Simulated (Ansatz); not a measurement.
# InNi3N (Pm-3m): Grüneisen parameters

Does InNi3N (Pm-3m) expand much on heating, by its phonons?

Program: Ansatz 0.2.0. Level of theory: DFT PBEsol, scalar-relativistic, plane waves, PAW; PAW set soft_1. Results are calculated unless marked as measured.

### Step 1. The structure

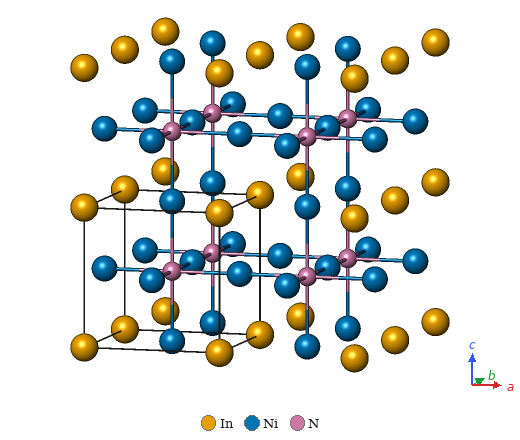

Start, viewed slightly off an axis; indium orange, nickel blue, nitrogen pink. 2×2×2 cells are drawn. Some periodic images of atoms are drawn too.

### Step 2. The dispersion

The cell comes from relaxations at this level that are not shown. Stability and thermal properties need the whole zone. Linear response on a 2×2×2 q mesh gives force constants as far as a supercell of that size would.

The input, input.yaml:

```yaml
crystal:
  lattice:
    - [3.8188272572, 0.0, 0.0]
    - [0.0, 3.8188272572, 0.0]
    - [0.0, 0.0, 3.8188272572]
  atoms:
    - { symbol: In, position: [0.0, 0.0, 0.0] }
    - { symbol: Ni, position: [0.5, 0.5, 0.0] }
    - { symbol: Ni, position: [0.5, 0.0, 0.5] }
    - { symbol: Ni, position: [0.0, 0.5, 0.5] }
    - { symbol: "N", position: [0.5, 0.5, 0.5] }
kpoints:
  mp_grid: { grid: [12, 12, 12] }
hamiltonian:
  xc: pbesol
  pseudopotentials: { kind: paw, azcp: { folder: soft_1 }, xc_functional: pbe }
scf:
  occupations: { method: methfessel_paxton, width: 0.2 }
output:
  eigenvalues: true
phonons:
  method: dfpt
  qmesh: [2, 2, 2]
  temperatures: { t_max: 1000, t_step: 50 }
  qpath:
    path:
      - [[0.0, 0.0, 0.0], [0.0, 0.5, 0.0], [0.5, 0.5, 0.0], [0.0, 0.0, 0.0], [0.5, 0.5, 0.5], [0.0, 0.5, 0.0]]
      - [[0.5, 0.5, 0.5], [0.5, 0.5, 0.0]]
    npoints: 10
```

Command:

```bash
> ansatz run input.yaml --threads 4 --pin off --max-ram 10240MiB --backend cpu --events-out ev --progress --plain --runs-dir out
```

Numbers of over 12 decimals in the logs are rounded to 6 here.

Output:

```text
Engine: ansatz 0.2.0, aarch64-unknown-linux-gnu
Pseudopotentials: kind: paw
Pseudopotential: In, paw, valence charge 13, recommended cutoff 420 eV (normal), soft_1/In.paw.azcp
Pseudopotential: Ni, paw, valence charge 18, recommended cutoff 420 eV (normal), soft_1/Ni.paw.azcp
Pseudopotential: N, paw, valence charge 5, recommended cutoff 420 eV (normal), soft_1/N.paw.azcp
Functional definition: PBEsol
  exchange = pbesol_x
  correlation = pbesol_c
Crystal: 5 atoms, lattice volume = 55.692 Å³
Basis set: ecut = 420 eV, 1045 PW (Γ), exchange–correlation on 54×54×54 points (8 copies of the dense FFT grid, shifted against one another)
Bands: 44, of which v1, the nominal top of the filled ones, is band 36 counted from 1 (35 counted from 0)
Symmetry: 48 space group operations
k-points: 84 of 1728
Non-local potential: In, projectors of the file, l = 0: 2, l = 1: 2, l = 2: 2, l = 3: 1
Non-local potential: Ni, projectors of the file, l = 0: 3, l = 1: 2, l = 2: 3, l = 3: 1
Non-local potential: N, projectors of the file, l = 0: 2, l = 1: 2, l = 2: 1
PAW form: soft (Blöchl's): semilocal exchange-correlation on the pseudo side does not see the compensation charge
PAW frozen core: In, regenerated for the run's functional, and the local potential with it (the file was generated under x = pbe(κ = 0.804, μ = 0.219515), c = pbe(β = 0.066725))
PAW frozen core: Ni, regenerated for the run's functional, and the local potential with it (the file was generated under x = pbe(κ = 0.804, μ = 0.219515), c = pbe(β = 0.066725))
PAW frozen core: N, regenerated for the run's functional, and the local potential with it (the file was generated under x = pbe(κ = 0.804, μ = 0.219515), c = pbe(β = 0.066725))
PAW one-centre angular grid: In, 590 points (default); XC on 64 Gauss nodes
PAW one-centre angular grid: Ni, 590 points (default); XC on 64 Gauss nodes
PAW one-centre angular grid: N, 110 points (default); XC on 64 Gauss nodes
Initial density: superposition of atomic densities (chi_scale 0.1, normalization cell, long waves kept (reshape's long-wave potential 0.01 eV rms))
Initial wavefunctions: pseudopotential atomic-orbital guess
Functional: x = pbesol(κ = 0.804, μ = 0.123457), c = pbesol(β = 0.046)
SCF iter   1: F=—  HF=-23321.298006 eV  |F-HF|=—  |Δ(HF+E_count)|=         —  Δρ=1.36e-1  dr2=7.96e0  ethr=3.10e-3  ⟨swp⟩=5.7  Hψ=12135  notcnv=0
preconditioner: auto → Kerker (q_TF=auto, 2.848 Å⁻¹)  [metal: Δε(μ)=0.049 eV  Ē_g=11.060 eV  σ=0.200 eV  W_gap=0.20  n_scr=18 (ndim 8)  ℏωp=34.5 eV  f_vac=0.000  D(μ)=1.58/eV (n_scr^D=6)]
SCF iter   2: F=—  HF=-23320.108957 eV  |F-HF|=—  |Δ(HF+E_count)|=    1.19e0  S|Δr|=    0.00e0  Δρ=5.21e-2  dr2=1.43e0  ethr=3.10e-3  ⟨swp⟩=2.7  Hψ=5918  notcnv=0  defer=210
SCF iter   3: F=—  HF=-23319.767970 eV  |F-HF|=—  |Δ(HF+E_count)|=   3.41e-1  S|Δr|=    0.00e0  Δρ=1.86e-2  dr2=2.29e-1  ethr=1.99e-3  ⟨swp⟩=2.0  Hψ=4680  notcnv=0  defer=206
SCF iter   4: F=—  HF=-23319.726335 eV  |F-HF|=—  |Δ(HF+E_count)|=   4.16e-2  S|Δr|=    0.00e0  Δρ=5.70e-3  dr2=1.20e-2  ethr=3.19e-4  ⟨swp⟩=1.9  Hψ=4407  notcnv=0  defer=206
SCF iter   5: F=—  HF=-23319.726004 eV  |F-HF|=—  |Δ(HF+E_count)|=   3.30e-4  S|Δr|=    0.00e0  Δρ=1.21e-3  dr2=7.13e-4  ethr=1.66e-5  ⟨swp⟩=2.1  Hψ=6530  notcnv=0  defer=181
SCF iter   6: F=—  HF=-23319.725804 eV  |F-HF|=—  |Δ(HF+E_count)|=   2.00e-4  S|Δr|=    0.00e0  Δρ=4.75e-4  dr2=1.50e-4  ethr=9.90e-7  ⟨swp⟩=2.0  Hψ=5657  notcnv=0  defer=181
SCF iter   7: F=—  HF=-23319.725797 eV  |F-HF|=—  |Δ(HF+E_count)|=   7.56e-6  S|Δr|=    0.00e0  Δρ=1.71e-4  dr2=1.94e-5  ethr=2.09e-7  ⟨swp⟩=2.1  Hψ=5212  notcnv=0  defer=181
SCF iter   8: F=—  HF=-23319.725798 eV  |F-HF|=—  |Δ(HF+E_count)|=   1.67e-6  S|Δr|=    0.00e0  Δρ=4.38e-5  dr2=1.18e-6  ethr=2.70e-8  ⟨swp⟩=2.0  Hψ=4885  notcnv=0  defer=181
SCF iter   9: F=—  HF=-23319.725802 eV  |F-HF|=—  |Δ(HF+E_count)|=   3.02e-6  S|Δr|=    0.00e0  Δρ=1.43e-5  dr2=9.68e-8  ethr=1.64e-9  ⟨swp⟩=2.1  Hψ=4896  notcnv=0  defer=181
SCF iter  10: F=—  HF=-23319.725801 eV  |F-HF|=—  |Δ(HF+E_count)|=   2.33e-8  S|Δr|=    0.00e0  Δρ=2.40e-6  dr2=2.81e-9  ethr=1.35e-10  ⟨swp⟩=2.2  Hψ=5542  notcnv=0  defer=181
SCF iter  11: F=—  HF=-23319.725801 eV  |F-HF|=—  |Δ(HF+E_count)|=  9.53e-10  S|Δr|=    0.00e0  Δρ=1.41e-6  dr2=1.12e-9  ethr=3.90e-12  ⟨swp⟩=2.0  Hψ=6392  notcnv=0  defer=181
SCF iter  12: F=—  HF=-23319.725801 eV  |F-HF|=—  |Δ(HF+E_count)|=  1.78e-10  S|Δr|=    0.00e0  Δρ=5.02e-7  dr2=9.22e-11  ethr=1.56e-12  ⟨swp⟩=2.0  Hψ=4508  notcnv=0  defer=181
SCF iter  13: F=—  HF=-23319.725801 eV  |F-HF|=—  |Δ(HF+E_count)|=  3.64e-11  S|Δr|=    0.00e0  Δρ=1.83e-7  dr2=1.99e-11  ethr=1.00e-12  ⟨swp⟩=11.7  Hψ=21194  notcnv=0
SCF iter  14: F=-23319.725801 eV  HF=-23319.725801 eV  |F-HF|=0.00e0  |Δ(HF+E_count)|=  7.28e-12  S|Δr|=    0.00e0  Δρ=3.80e-8  dr2=1.04e-12  ethr=1.00e-12  ⟨swp⟩=5.1  Hψ=16021  notcnv=0
SCF 1 converged in 14 iterations: F = -23319.725801 eV  dr2 = 1.04e-12
  greatest PAW one-centre occupation: 1.001 electrons in one spin orbital (limit 2), on the Ni atom at site 1 (counted from 0), in its partial waves of l = 1
Initial density: read from a saved state, or passed on in memory by an earlier SCF of this step, an earlier step, the calling program or the single point that the run made first
iter 1 solved again at ethr=9.43e-8 eV; its pass at ethr=3.10e-3 eV (dr2=6.79e-5 eV) is discarded
SCF iter   1: F=—  HF=-23319.725802 eV  |F-HF|=—  |Δ(HF+E_count)|=         —  Δρ=7.61e-7  dr2=1.56e-10  ethr=9.43e-8  ⟨swp⟩=3.1  Hψ=23051  notcnv=0
eigensolver tolerance schedule: the retry pair's looser diagonalisation over-reported the residual by 434728.26 of it (diagonalisation noise at an unbounded share of the residual, at the tolerance the schedule requests for it); recorded, not acted on — ethr = c·dr2/N_el stays at c = 1.0e-1
preconditioner: auto → Kerker (q_TF=auto, 2.848 Å⁻¹)  [metal: Δε(μ)=0.046 eV  Ē_g=10.952 eV  σ=0.200 eV  W_gap=0.19  n_scr=18 (ndim 8)  ℏωp=34.5 eV  f_vac=0.000  D(μ)=1.95/eV (n_scr^D=18)]
SCF iter   2: F=—  HF=-23319.725801 eV  |F-HF|=—  |Δ(HF+E_count)|=   1.00e-6  S|Δr|=    0.00e0  Δρ=5.43e-7  dr2=7.88e-11  ethr=1.00e-12  ⟨swp⟩=3.8  Hψ=10532  notcnv=0
SCF iter   3: F=—  HF=-23319.725801 eV  |F-HF|=—  |Δ(HF+E_count)|=  1.82e-11  S|Δr|=    0.00e0  Δρ=2.87e-7  dr2=2.16e-11  ethr=1.00e-12  ⟨swp⟩=1.0  Hψ=3696  notcnv=0
SCF iter   4: F=-23319.725801 eV  HF=-23319.725801 eV  |F-HF|=3.64e-12  |Δ(HF+E_count)|=  3.64e-12  S|Δr|=    0.00e0  Δρ=1.10e-7  dr2=3.16e-12  ethr=1.00e-12  ⟨swp⟩=4.3  Hψ=11651  notcnv=0
SCF 2 converged in 4 iterations: F = -23319.725801 eV  dr2 = 3.16e-12
  greatest PAW one-centre occupation: 1.001 electrons in one spin orbital (limit 2), on the Ni atom at site 3 (counted from 0), in its partial waves of l = 1
phonons: the bands overlap, so this run is a metal and interpolates without the dipole-dipole term. If the crystal is really an insulator or semiconductor, its LO-TO splitting is missing
NSCF: frozen V_eff on 84 k-points
WARN: eigensolver did not converge (k=70): 1 band(s) unlocked after 20 sweeps at ethr=1.71e-12 eV (storage-precision floor; scheduled 1.00e-12 eV) (lowest unlocked band 43, counted from 0; max residual 3.30e-4 eV among the unlocked bands, 3.30e-4 eV over every band; other slots of this pass that fall short are told together in one closing line; warning suppressed until the next SCF loop or pass starts)
NSCF: frozen V_eff on 343 k-points
DFPT response loops at q = (0, 0, 0) (fractional): preconditioner auto → Kerker (q_TF=auto, 2.848 Å⁻¹) (partly filled bands, converged f_vac=0.000); β = 1.00, the filter's whole step (`scf.mixing.beta` (0.50) is not read by the response loops under this deck's `scf.mixing.preconditioner`; to damp them name `kerker` or `kerker_dos`, under which they read `scf.mixing.beta`, and type it under 1.00, their step now; both keys bind the ground state too); Broyden in place of MSR1
NSCF: frozen V_eff on 686 k-points
DFPT response loops at q = (0, 0, -0.5) (fractional): mixed as the last ones told, above
NSCF: frozen V_eff on 686 k-points
DFPT response loops at q = (0, -0.5, -0.5) (fractional): mixed as the last ones told, above
NSCF: frozen V_eff on 686 k-points
DFPT response loops at q = (-0.5, -0.5, -0.5) (fractional): mixed as the last ones told, above
SCF converged after 14 iterations
Stability not checked: this state was not tested for a lower state beside it, because cold or Methfessel-Paxton smearing, or corrected tetrahedra, fill the levels in a way that the test cannot read (fill_not_monotonic; see scf.lower_state_search)
Free energy (F): -23319.725801 eV
Harris-Foulkes:  -23319.725801 eV  (|F-HF|=0.00e0)
Internal energy: -23319.726668 eV  (E = F + TS)
E sigma→0 (E₀):  -23319.726018 eV
Entropy (-TS):   0.000867 eV (0.173 meV/atom)
Fermi energy:    17.424146 eV
--- Per-component energies (eV) ---
  E_band       = -807.019650
  E_kinetic    = 1375.960336
  E_local      = -10173.211734  (includes V_loc(G=0)·N_el)
  E_nonlocal   = 22.754674
  E_hartree    = 5336.344749
  E_xc         = -538.361485
  E_vxc        = -602.595952  (∫ρ·V_xc dr)
  E_paw        = -9135.612169  (= ΣΔE_a)
  E_vpaw       = -2102.620153  (= ΣTr[D̂ρ^β])
  E_aug_tail   = 0.003771  (compensation charges beyond the density's cutoff)
  E_ewald      = -10208.460680
  E_core_change = 0.855870  (= ΣΔE_core)
  E_smearing   = 0.000867  (= −TS)
  E_closure    = -0.000000  (closes the sum)
  Σ components = -23319.725801   (vs F -23319.725801, Δ=0.00e0)
--- Band table (eV; the first three rows and the last of 84) ---
  k-point 0: bands = [... 32 lower, 16.5395, 16.5395, 16.5395, 16.6805, 18.3004, 19.7449, 19.7449, 19.7449, ... 4 higher]
  k-point 1: bands = [... 32 lower, 16.5395, 16.5433, 16.5433, 16.6550, 18.3318, 19.4772, 19.8447, 19.8447, ... 4 higher]
  k-point 2: bands = [... 32 lower, 16.5397, 16.5557, 16.5557, 16.5795, 18.4320, 19.0372, 20.1157, 20.1157, ... 4 higher]
  k-point 83: bands = [... 32 lower, 16.0698, 16.5255, 16.5255, 16.5255, 18.0636, 18.0636, 18.0636, 18.8635, ... 4 higher]
--- Phonons (Γ-DFPT): 4 representative perturbations + reference (Σ response iterations 14) ---
  ASR residual: 7.101e-6 → 0.000e0 eV/Å²; symmetrization residual: 2.474e-6 eV/Å²
  ASR residual per site (eV/Å²): 7.10e-7 7.10e-6 7.10e-6 7.10e-6 4.23e-6
  Γ frequencies (cm⁻¹): 0.00 0.00 0.00 117.19 117.19 117.19 148.83 148.83 148.83 207.19 207.19 207.19 534.30 534.30 534.30
--- Phonons (arbitrary-q DFPT): 4 irreducible q on the 2×2×2 mesh ---
  q = [0.0000, 0.0000, 0.0000] (star 1, of the zone-centre solve; hermiticity 3.71e-7, symmetrization 5.05e-12): -0.00 0.00 0.00 117.19 117.19 117.19 148.83 148.83 148.83 207.19 207.19 207.19 534.30 534.30 534.30
  q = [0.0000, 0.0000, -0.5000] (star 3, 9 solved perturbations in 2646 linear systems a pass and spin channel, the states on 343 of 1728 k-point pairs; hermiticity 2.66e-7, symmetrization 2.12e-12): 93.95 93.95 103.11 103.11 111.81 155.09 156.65 156.65 172.82 172.82 182.37 246.69 533.22 533.22 599.01
  q = [0.0000, -0.5000, -0.5000] (star 3, 9 solved perturbations in 2646 linear systems a pass and spin channel, the states on 343 of 1728 k-point pairs; hermiticity 5.18e-7, symmetrization 4.31e-13): 106.78 106.78 119.82 127.51 127.51 131.64 137.87 183.62 183.62 183.83 206.92 281.19 535.69 582.55 582.55
  q = [-0.5000, -0.5000, -0.5000] (star 1, 4 solved perturbations in 931 linear systems a pass and spin channel, the states on 343 of 1728 k-point pairs; hermiticity 1.66e-7, symmetrization 5.06e-12): 100.43 100.43 100.43 136.38 136.38 136.38 216.26 216.26 222.42 222.42 222.42 311.91 573.57 573.57 573.57
  sum rule: each row above includes the acoustic sum rule's correction from the zone centre's row sums; it moved no ω² by more than (0.29 cm⁻¹)²
  mesh force constants: q→R imaginary residual 6.60e-18; ASR residual 7.101e-6 → 0.000e0 eV/Å²; symmetrization residual 1.776e-14 eV/Å²
  interpolated dispersion: 62 rows × 15 modes
  density of states and harmonic sums: on the 16×16×16 q-mesh, interpolated from the force constants of a 2×2×2 supercell (no non-analytic term)
  largest difference from the sums on the solved wave vectors: F 6.96e-2 eV, S 1.02e-4 and C_V 3.22e-5 eV/K
  zero-point energy: 0.218350 eV/cell   skipped modes (ω ≤ 0): 3   left out of the sums: 4.88e-5 of the cell's modes: C_V's classical limit lies that fraction below 3 k_B per atom; for a crystal, a wire or a layer, F and S can be off by more, and a phonons.interpolated_qmesh denser along its periods is the remedy for the sampling
```

It took 9.7 min on 4 threads of Arm Neoverse V2, shared host; peak memory 2.4 GiB; 38 min of CPU time.

In the SCF lines HF is the Harris–Foulkes energy and dr2 the Hartree energy of the density residual, in eV; the loop may stop once dr2 is under the threshold and the program's other checks hold. Hψ counts applications of the Hamiltonian.

This run has no spin polarisation, although Ni can carry a moment.

This step gave:

```
volume per atom                                            : 11.14 Å³
gap on the k-mesh                                          : 0 eV
sum-rule residual before enforcement                       : 7.10e-6 eV/Å²
lowest frequency on the path                               : 0 cm⁻¹
point group                                                : m-3m
highest frequency on the path or at a solved wavevector    : 599.0 cm⁻¹
mean frequency                                             : 234.8 cm⁻¹
Debye temperature (second moment)                          : 536 K
logarithmic mean frequency                                 : 190.6 cm⁻¹
highest optical mode at the zone centre (no LO-TO term)    : 534.3 cm⁻¹
lowest optical zone-centre mode                            : 117.2 cm⁻¹
lowest mode on the q mesh (acoustic modes at Γ apart)      : 93.95 cm⁻¹
zero-point energy per atom                                 : 43.67 meV
heat capacity at 300 K                                     : 21.83 J/(mol atoms K)
vibrational entropy at 300 K                               : 28.94 J/(mol atoms K)
edges of the widest gap between branches, on path and mesh : 311.9, 533.2 cm⁻¹
```

Frequencies (cm⁻¹) solved at each irreducible wavevector; negative means imaginary. Frequencies by wavevector, by row:

| q in reciprocal lattice units | star | mode 1 | mode 2 | mode 3 | mode 4 | mode 13 | mode 14 | mode 15 |
| --- | --- | --- | --- | --- | --- | --- | --- | --- |
| 0 0 0 | 1 | 0 | 0 | 0 | 117.2 | 534.3 | 534.3 | 534.3 |
| 0 0 -0.5 | 3 | 94 | 94 | 103.1 | 103.1 | 533.2 | 533.2 | 599 |
| 0 -0.5 -0.5 | 3 | 106.8 | 106.8 | 119.8 | 127.5 | 535.7 | 582.5 | 582.5 |
| -0.5 -0.5 -0.5 | 1 | 100.4 | 100.4 | 100.4 | 136.4 | 573.6 | 573.6 | 573.6 |

Symmetry leaves 4 wavevectors to solve. The lowest mode among them, the acoustic zeros apart, lies at q = (0, 0, -0.5) and is real, 94.0 cm⁻¹.

### Step 3. Relaxing at another volume, volume ratio 0.97

The volume is scaled by 0.97 and held; symmetry leaves nothing to relax, so this is a single point. The modes can then be followed against volume.

input.yaml, the sections that differ from step 2:

```yaml
crystal:
  lattice:
    - [3.780250607, 0.0, 0.0]
    - [0.0, 3.780250607, 0.0]
    - [0.0, 0.0, 3.780250607]
  atoms:
    - { symbol: In, position: [0.0, 0.0, 0.0] }
    - { symbol: Ni, position: [0.5, 0.5, 0.0] }
    - { symbol: Ni, position: [0.5, 0.0, 0.5] }
    - { symbol: Ni, position: [0.0, 0.5, 0.5] }
    - { symbol: "N", position: [0.5, 0.5, 0.5] }
output:
  forces: true
  stress: true
  eigenvalues: true
  write_density: true
  write_potential: true
  elf: true
  volumetric_format: npy
# kpoints, hamiltonian, scf: as in step 2
# phonons: removed
```

Output:

```text
[...]
Crystal: 5 atoms, lattice volume = 54.021 Å³
Basis set: ecut = 420 eV, 1021 PW (Γ), exchange–correlation on 54×54×54 points (8 copies of the dense FFT grid, shifted against one another)
Bands: 44, of which v1, the nominal top of the filled ones, is band 36 counted from 1 (35 counted from 0)
Symmetry: 48 space group operations
[...]
k-points: 84 of 1728
[...]
k-point 0: bands = [... 32 lower, 17.1942, 17.1942, 17.1942, 17.3338, 19.1023, 20.4550, 20.4550, 20.4550, ... 4 higher]
  k-point 1: bands = [... 32 lower, 17.1943, 17.1982, 17.1982, 17.3068, 19.1304, 20.1993, 20.5592, 20.5592, ... 4 higher]
  k-point 2: bands = [... 32 lower, 17.1945, 17.2110, 17.2110, 17.2273, 19.2226, 19.7813, 20.8418, 20.8418, ... 4 higher]
  k-point 83: bands = [... 32 lower, 16.6979, 17.1749, 17.1749, 17.1749, 18.7960, 18.7960, 18.7960, 19.6722, ... 4 higher]
[key lines of the parts left out:]
SCF converged after 9 iterations
Free energy (F): -23319.691031 eV
Fermi energy:    18.119079 eV
P = ⅓ Tr σ = 6.8673 GPa (68.673 kbar)
```

The job ended after 4.1 s (4 threads; peak memory 0.47 GiB; 15 s of CPU time).

This step gave:

- pressure: 6.867 GPa
- volume per atom: 10.80 Å³

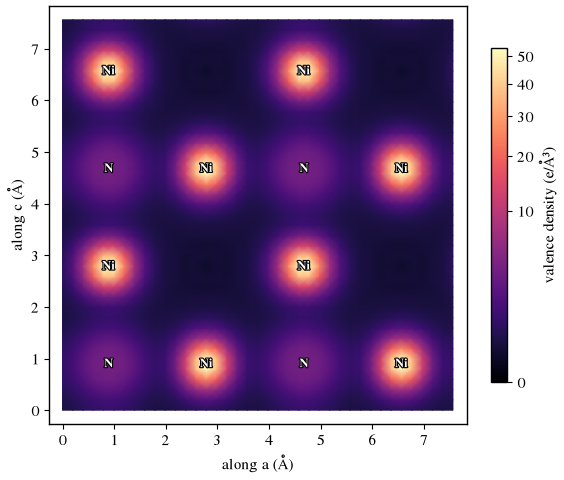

Valence density in the ac plane at fractional y = 0.500, with atoms of Ni and N within 0.2 Å of it. It is the smooth field of the valence electrons, not physical close to the nuclei. The map starts off the cell's origin, so that atoms lie inside it. The colour scale is stretched toward low values.

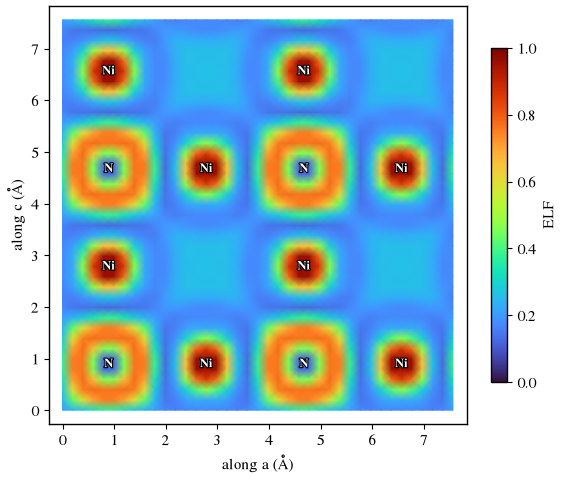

ELF in the ac plane at fractional y = 0.500, with atoms of Ni and N within 0.2 Å of it. It is the smooth field of the valence electrons, not physical close to the nuclei. The map starts off the cell's origin, so that atoms lie inside it.

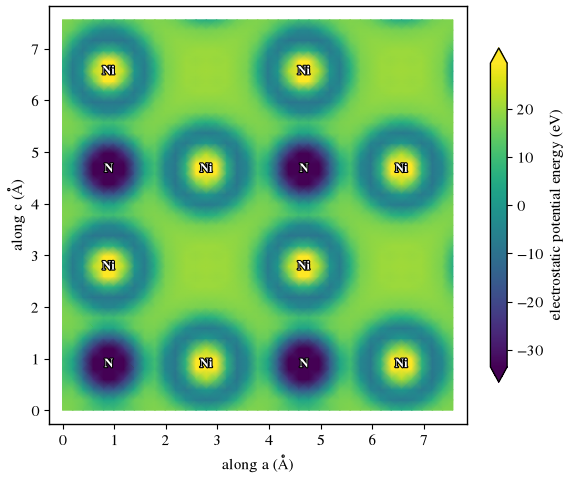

Electrostatic potential energy in the ac plane at fractional y = 0.500, with atoms of Ni and N within 0.2 Å of it. With pseudopotentials it is smooth inside the atoms' cores, unlike the true potential. The map starts off the cell's origin, so that atoms lie inside it.

The run ends at a pressure of 6.87 GPa.

[end of part 1 of 2]

[Logs are printed without paths, hosts, clocks, repeated set-up lines and the standing remarks that a program may print on its own settings, such as how far it seeks lower states.]

[Hosts, paths, dates, database ids (printed as entryN), source tags and the programs' standing remarks are cut or masked in the printed files.]
